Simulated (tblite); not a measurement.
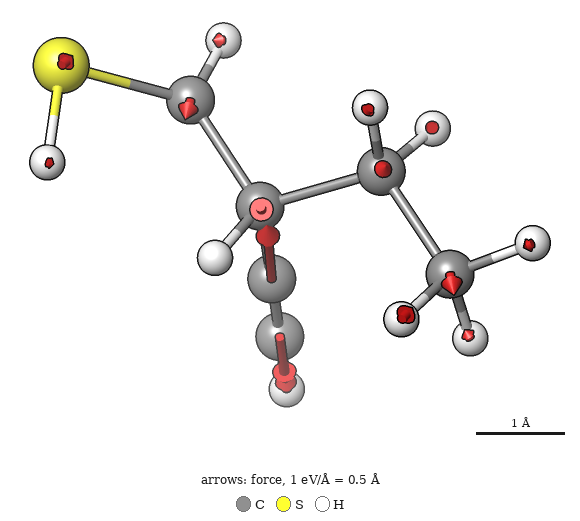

Starting geometry of C6H9S (multiplicity 2) with the computed forces as red arrows. The picture is a ball-and-stick view, seen from a free direction.

All numbers below come from tblite, GFN2-xTB geometry optimisation, gas phase. 

What follows when this structure is relaxed?

Answer. It isn't relaxed: the largest force vector, on a C atom, is 2.41 eV/Å. The final displacements have little in common with the starting forces (cosine between the two patterns 0.07). An H atom moves most after the best rigid fit: 0.64 Å. Largest moves by element: H 0.64 Å, S 0.53 Å, C 0.23 Å. Some distances before and after: C–C 1.496 → 1.454 Å, C–H 1.109 → 1.089 Å, C–H 1.068 → 1.049 Å, C–S 1.735 → 1.720 Å. Among the angles between lasting bonds that change: S–C–H 118.4° → 113.7°, C–S–H 99.5° → 96.6°, C–C–H 111.0° → 108.7°. Groups turn about C–C by about 25°. After 111 geometry steps the energy has fallen by 0.104 eV. The run took 0.65 s on 1 thread of Arm Neoverse V1, with other jobs on the host.
